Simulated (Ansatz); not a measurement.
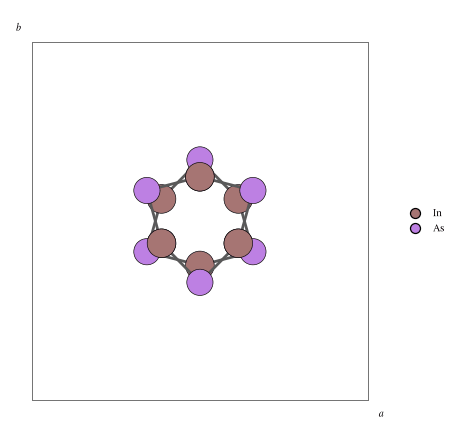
*1 relaxed period of a body that repeats along c, seen along c; the cell edge a is 15.5 Å long*

Computed with PBE (plane waves to 420 eV, PAW; Ansatz, an electronic-structure program). Mesh 1×1×6. No spin polarisation, so a magnetic state wasn't tested. Isolated but for its images some 11 Å away. A model structure. Symmetry and one short period hold its shape; lower forms weren't sought. Values not marked SOC lack spin–orbit coupling.

Question: What is drawn, and how wide is it?

Answer: Several could match; the one computed here: Bare wurtzite InAs nanowire along [0001], 12 atoms a period. An idealised model, cut from the bulk lattice.
It measures about 6 Å across, from nucleus to nucleus.
